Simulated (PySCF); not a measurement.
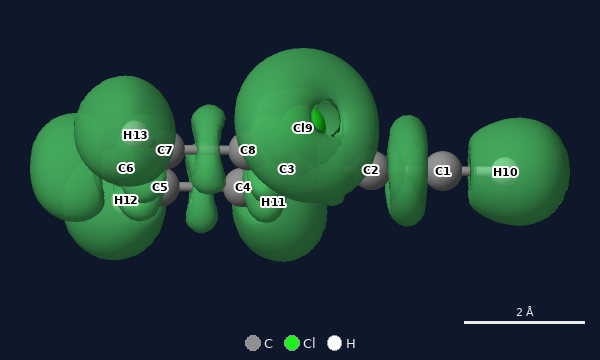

The picture shows: C$_{8}$H$_{4}$Cl (doublet). Isosurface of the ELF at 0.8 (green), seen from one side. Core shells and regions of very low density are left out.

Geometry: GFN2-xTB.

Method: UKS B3LYP, pcH-1 on C Cl H, non-relativistic, mean-field spin-orbit, GIAO in PySCF.

```xyz
13

C     2.9677    0.7061    0.3271
C     1.8108    0.4131    0.2014
C     0.4453    0.0701    0.0507
C     0.0594   -1.2701    0.0582
C    -1.2777   -1.6196   -0.0890
C    -2.1715   -0.5984   -0.2368
C    -1.8660    0.7284   -0.2549
C    -0.5220    1.0676   -0.1070
Cl   -0.0523    2.7312   -0.1209
H     3.9785    0.9637    0.4371
H     0.8125   -2.0358    0.1778
H    -1.5793   -2.6552   -0.0841
H    -2.6098    1.4994   -0.3773
```

> What do the ELF domains correspond to?

At this value the surface marks out eight regions between bonded C–C atoms (shared pairs), one region between bonded C–Cl atoms (shared pairs), four regions around hydrogen nuclei, one ring or bowl of non-bonding electrons around Cl and one lobe on C, pointing away from the bonds (non-bonding electrons). Profiles from the grid: C–C (1.20 Å): the ELF peaks at about 0.85 between the atoms: a multiple bond. C–Cl (1.73 Å): the ELF peaks at about 0.90 between the atoms: a covalent bond.
